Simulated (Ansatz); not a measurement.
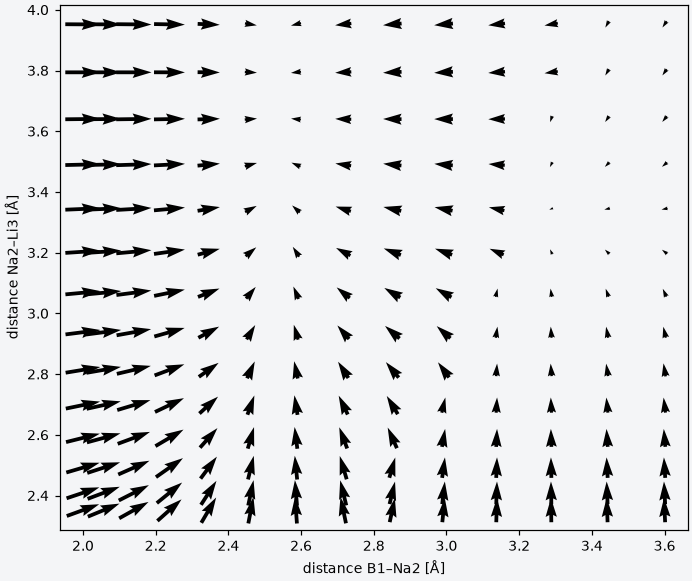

The system B + NaLi, spin multiplicity 2. Coordinates scanned: (1) distance B1–Na2; (2) distance Na2–Li3. Nothing is relaxed (the angle B1–Na2–Li3 is fixed at 160 degrees). Grid: 14 × 14 points. In part of the range the unrestricted reference is strongly spin-contaminated. Computed with UHF/def2-SVPD (Ansatz 0.2.0).

In the figure: arrows along the force (downhill), their lengths compressed.

The arrows alone are given. Where is the energy lowest?

The arrows converge at about distance B1–Na2 = 2.530 Å, distance Na2–Li3 = 3.711 Å (read from the interpolated surface).

The energy map of the same scan:

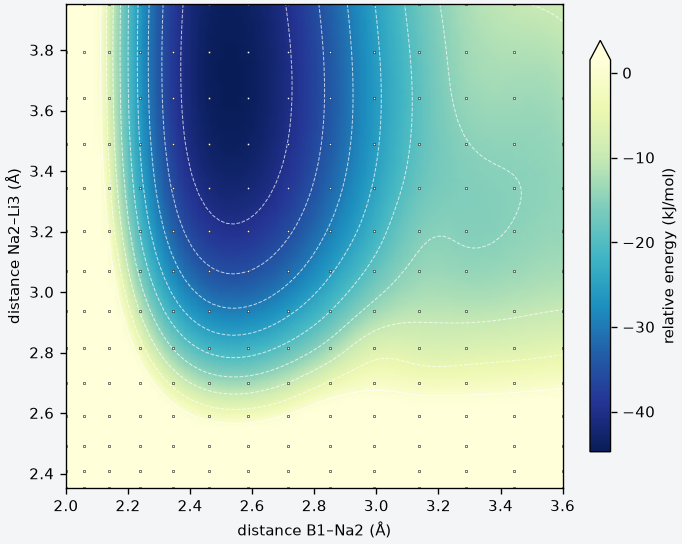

Energies are in kJ/mol, from B far from the relaxed NaLi (each part in its own basis); between grid points the surface is interpolated.
